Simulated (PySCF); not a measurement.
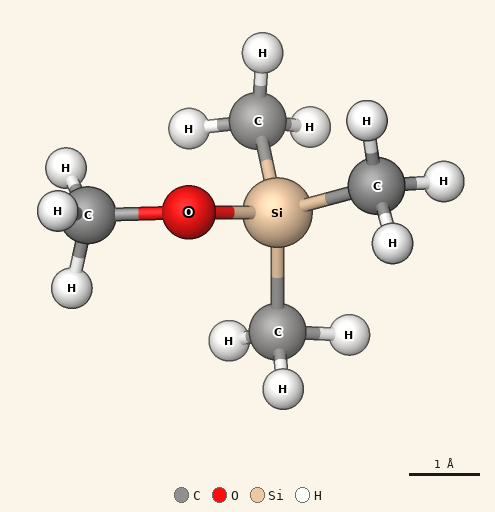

Starting structure of C₄H₁₂OSi. Style: ball-and-stick. Shown at a tilt.

The start comes from GFN2-xTB. Its atoms were then displaced at random by about 0.03 Å.

Computed with PBE0-D3(BJ)/def2-SVP geometry optimisation, gas phase in PySCF.

```xyz
18

C     2.4203   -0.3401    0.5022
O     1.0197   -0.3063    0.9299
Si   -0.4012    0.0008    0.0767
C    -0.3582    1.8380   -0.4707
C    -1.6632   -0.4786    1.3549
C    -0.4688   -1.0652   -1.4709
H     2.6896    0.7479    0.2295
H     2.5368   -0.8864   -0.4016
H     2.9883   -0.6136    1.3555
H    -1.4519    2.0629   -0.8164
H     0.2311    2.0386   -1.2234
H    -0.2379    2.5180    0.3795
H    -1.6880    0.2164    2.2282
H    -2.7012   -0.3655    0.9889
H    -1.5365   -1.5123    1.7287
H     0.4425   -0.9520   -2.0429
H    -0.5748   -2.0950   -1.2168
H    -1.3206   -0.7780   -2.0768
```

> Where does the relaxation end?

After 10 geometry steps the energy has fallen by 84.2 kJ/mol. The largest move after the best rigid fit is that of H11, 0.25 Å. Largest moves by element: H 0.25 Å, C 0.16 Å, O 0.11 Å, Si 0.07 Å. Among the contacts that change: C4–H11 0.977 → 1.102 Å, C1–O2 1.465 → 1.394 Å, C4–H10 1.169 → 1.102 Å, C1–H7 1.154 → 1.107 Å. Bond angles that change, for instance: H8–C1–H9 119.5° → 107.4°, H13–C5–H14 100.0° → 108.2°, O2–C1–H7 105.7° → 112.4°.

Final geometry:

```xyz
18

C     2.3418   -0.2033    0.4589
O     1.0523   -0.4138    0.9442
Si   -0.3578   -0.0447    0.1126
C    -0.3546    1.7674   -0.3805
C    -1.7350   -0.4176    1.3166
C    -0.4867   -1.1217   -1.4203
H     2.5528    0.8668    0.2701
H     2.5367   -0.7533   -0.4822
H     3.0707   -0.5583    1.2050
H    -1.3114    2.0397   -0.8545
H     0.4481    1.9969   -1.0997
H    -0.2195    2.4148    0.5004
H    -1.6535    0.2187    2.2113
H    -2.7230   -0.2456    0.8616
H    -1.6860   -1.4678    1.6433
H     0.3502   -0.9419   -2.1139
H    -0.4785   -2.1893   -1.1497
H    -1.4203   -0.9174   -1.9686
```

The end point in the same view:

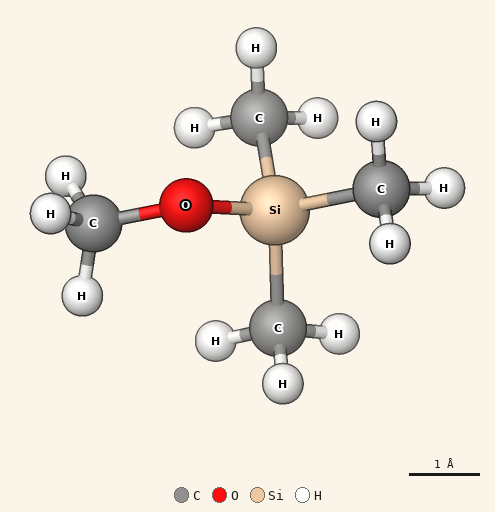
